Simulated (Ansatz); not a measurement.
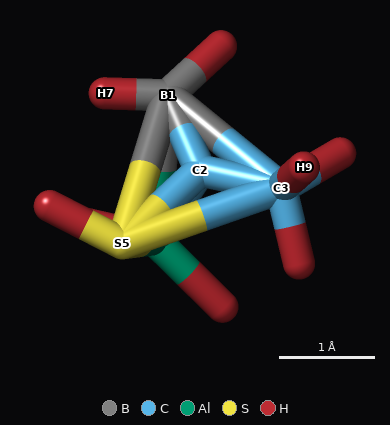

Figure 1. The structure as given in the input (stick view, seen at a tilt; atoms are numbered from 1 in the order of the input). Sticks mark near contacts.

## Single-point calculation of C$_{2}$H$_{8}$AlBS

System: C$_{2}$H$_{8}$AlBS.
Method: RKS r2SCAN0-d3bjatm/6-31G (Ansatz 0.2.0).

Some settings of this run were made unusual or wrong on purpose. The geometry comes from this level: PBE0-D4/def2-TZVP. Figures and captions count atoms from 1; the log counts them from 0 in places.

### Input
```yaml
crystal:
  periodic: [false, false, false]
  atoms:
    - {symbol: B, position_ang: [0.161607, 0.422990, 0.925642]}
    - {symbol: C, position_ang: [-0.031266, 0.314583, -0.061854]}
    - {symbol: C, position_ang: [-0.826464, 0.380388, -0.487644]}
    - {symbol: Al, position_ang: [0.440492, -0.909021, 0.106266]}
    - {symbol: S, position_ang: [0.912121, 0.150624, -0.791169]}
    - {symbol: H, position_ang: [-0.488557, 0.494803, 1.449646]}
    - {symbol: H, position_ang: [0.813748, 0.440125, 1.043086]}
    - {symbol: H, position_ang: [-1.525243, 0.298442, -0.044483]}
    - {symbol: H, position_ang: [-1.020983, 1.046919, -0.807453]}
    - {symbol: H, position_ang: [-0.925125, -0.180647, -1.078171]}
    - {symbol: H, position_ang: [1.101495, -1.158173, 0.647203]}
    - {symbol: H, position_ang: [-0.204418, -1.496730, -0.435094]}
    - {symbol: H, position_ang: [1.618878, 0.397913, -0.371826]}
basis:
  gaussian: {orbitals: 6-31G}
hamiltonian: {xc: {name: r2SCAN0}, dispersion: d3bjatm}
output: {forces: true}
```

Run on 4 threads of Arm Neoverse V1, 23 GiB of memory available, shared host.

Run as:
```bash
ansatz run in.yaml --threads 4 --pin off --events-out ev --progress --plain --max-ram 10444MiB
```

### What the program printed
```
Functional definition: r2SCAN0
  name "r2SCAN0"
  cite "Bursch, Neugebauer, Ehlert & Grimme, J. Chem. Phys. 156, 134105 (2022) doi:10.1063/5.0086040"
  cite "Furness, Kaplan, Ning, Perdew & Sun, J. Phys. Chem. Lett. 11, 8208 (2020) doi:10.1021/acs.jpclett.0c02405"
  cite "Furness, Kaplan, Ning, Perdew & Sun, J. Phys. Chem. Lett. 11, 9248 (2020) doi:10.1021/acs.jpclett.0c03077"
  parent r2scan
  parameter a = 0.25
  parameter k0 = 0.174
  parameter k1 = 0.065
  parameter a1 = 4.9479
  exchange = (1 - a)*r2scan_x(k0 = k0, k1 = k1, a1 = a1) + a*exact_x
  correlation = r2scan_c
917 factors; integrals over basis functions are off by at most 1.0e-4 eV
mean field evaluation 1: about -20165.9245 eV, gradient 1.1e2 eV
mean field evaluation 2: about -20130.0932 eV, gradient 1.7e2 eV
mean field evaluation 4: about -20191.3861 eV, gradient 2.9e0 eV
mean field evaluation 8: about -20191.9683 eV, gradient 2.0e-1 eV
mean field evaluation 16: about -20191.9684 eV, gradient 1.5e-5 eV
mean field -20191.96841871 eV, -742.0411527797 hartree, gradient 1.5e-5 eV, S^2 0.000000; 0 other end points of the search recorded, 0 dependent functions left out
the calculation of the forces begins
reference -20191.96842953 eV, -742.0411531776 hartree; 27, 27 occupied and 42, 42 virtual orbitals, 917 factors
Total energy: -20192.09454216 eV, -742.0457877311 hartree
Atom 0 at     0.161607     0.422990     0.925642 Å, force   -33.330256    11.640074    34.743120 eV/Å
Atom 1 at    -0.031266     0.314583    -0.061854 Å, force    29.121474    24.353302    27.398674 eV/Å
Atom 2 at    -0.826464     0.380388    -0.487644 Å, force   -77.104886    -1.276775   -32.900059 eV/Å
Atom 3 at     0.440492    -0.909021     0.106266 Å, force   -19.732998   -50.119372    15.285510 eV/Å
Atom 4 at     0.912121     0.150624    -0.791169 Å, force    24.920969    14.174602   -96.284363 eV/Å
Atom 5 at    -0.488557     0.494803     1.449646 Å, force   -15.868552     2.408330    14.831556 eV/Å
Atom 6 at     0.813748     0.440125     1.043086 Å, force    57.504543     3.213417    16.136904 eV/Å
Atom 7 at    -1.525243     0.298442    -0.044483 Å, force   -16.780529    -2.163621     9.929247 eV/Å
Atom 8 at    -1.020983     1.046919    -0.807453 Å, force    -7.758642    26.815004   -13.697472 eV/Å
Atom 9 at    -0.925125    -0.180647    -1.078171 Å, force    -5.936457   -12.836228   -16.887384 eV/Å
Atom 10 at     1.101495    -1.158173     0.647203 Å, force    35.574232   -15.242958    29.124415 eV/Å
Atom 11 at    -0.204418    -1.496730    -0.435094 Å, force   -16.881804   -17.218003   -12.863605 eV/Å
Atom 12 at     1.618878     0.397913    -0.371826 Å, force    46.272906    16.252227    25.183457 eV/Å
Dipole moment:     0.136543     0.244734    -0.241103 e Å
```

### Outcome

```csv
quantity,value
outcome,converged
total energy,−20192.0945 eV
mean-field energy,−20191.9684 eV
dispersion energy,−0.1261 eV
SCF solution under orbital rotations,stable
largest force (length of the vector),100.462 eV/Å
dipole moment,1.78 D
wall time,2.7 s (CPU time 9 s)
peak memory,0.19 GiB
```

### What went wrong

This input holds a deliberate fault: squeeze. The run converged all the same; its numbers are those of the faulty input and shouldn't be used.
